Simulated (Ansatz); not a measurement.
**AlH₃O···PH₃: density, localisation and related maps**

Input file:

```
crystal:
  periodic: [false, false, false]
  atoms:
    - { symbol: Al, position_ang: [0.109584, -0.139628, 0.089624] }
    - { symbol: O, position_ang: [-0.159912, -0.484383, 1.799957] }
    - { symbol: H, position_ang: [-1.060844, -0.610469, 2.123964] }
    - { symbol: H, position_ang: [1.616954, -0.165723, -0.37817] }
    - { symbol: H, position_ang: [-1.144083, 0.069687, -0.862047] }
    - { symbol: P, position_ang: [0.048402, 3.063146, 1.450642] }
    - { symbol: H, position_ang: [1.469794, 3.003026, 1.636931] }
    - { symbol: H, position_ang: [0.133415, 2.646039, 0.07267] }
    - { symbol: H, position_ang: [-0.14451, 1.729705, 1.923029] }
basis:
  gaussian: { orbitals: cc-pVDZ }
hamiltonian:
  xc: b3lyp
  dispersion: d4
relax:
  f_tol: 0.03
  max_steps: 50
output:
  orbitals: {}
```

Run with:

```sh
ansatz run input.yaml --threads 1 --pin off --max-ram 2048MiB --backend cpu --events-out ev --progress --plain --runs-dir out
```

The fields are those of the run's last geometry, not of the input's.

Method: Ansatz, RKS B3LYP-D4/cc-pVDZ.

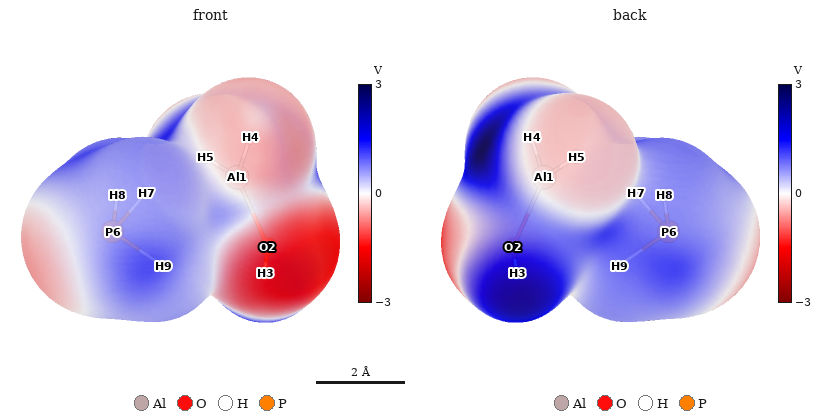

Figure 1. The electrostatic potential painted on the density surface at 0.002 e/bohr³, seen from the front and from behind; the colour scale runs from red (negative) to blue (positive).

Q: Describe the electrostatic potential map.

A: The most negative region (about −1.7 V, or −39 kcal/mol for a unit charge) lies over O2, the most positive (about +2.7 V, or +62 kcal/mol for a unit charge) over Al1. O2 is the likeliest acceptor of a hydrogen bond.

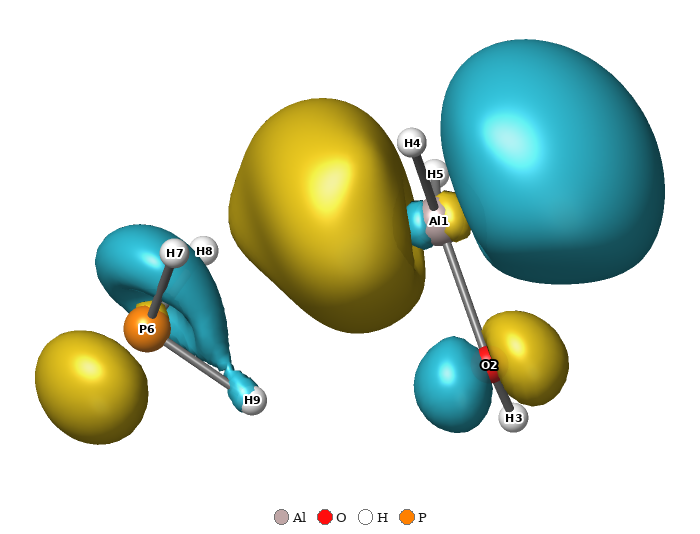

Figure 2. The LUMO at ±0.1 Å⁻³ᐟ² (yellow and cyan are the two phases), seen across its widest extent.

Q: What is the character of this orbital?

A: By Hirshfeld shares it lies mainly on Al1 (about 65 %), P6 (about 10 %) and O2 (about 5 %). Its energy is −0.85 eV.

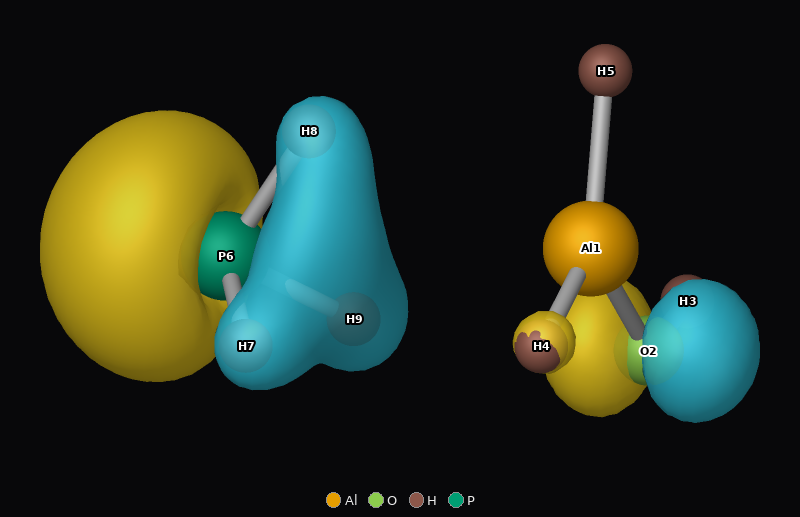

Figure 3. One frontier orbital at ±0.15 Å⁻³ᐟ² (yellow and cyan are the two phases), seen from one side.

Q: Which orbital is it: HOMO or LUMO?

A: The HOMO, at −7.80 eV. Its weight (Hirshfeld) is mainly on P6 (about 65 %) and O2 (about 15 %).
